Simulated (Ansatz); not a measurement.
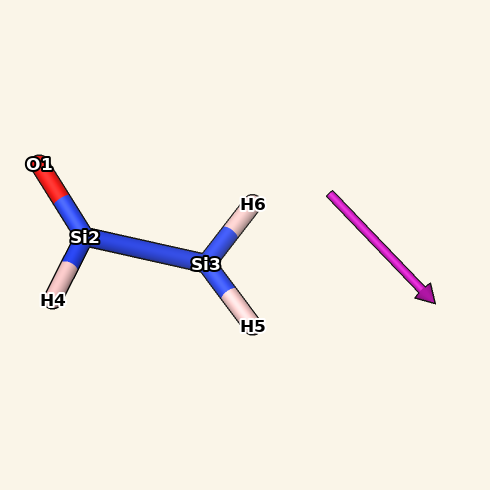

The arrow beside the molecule shows the direction of the dipole moment, from the negative to the positive end (its length means nothing). State: neutral, doublet. The geometry was computed by an optimisation with PBE0-D4/def2-TZVP. No frequency run is at hand to confirm it as a minimum. Level of theory: UKS PBE0-D4/def2-TZVP (Ansatz 0.2.0).

Q: Estimate the dipole moment.

A: 4.22 D; it points from the side of O1 to the side of H5 (the outermost atoms at the two ends).
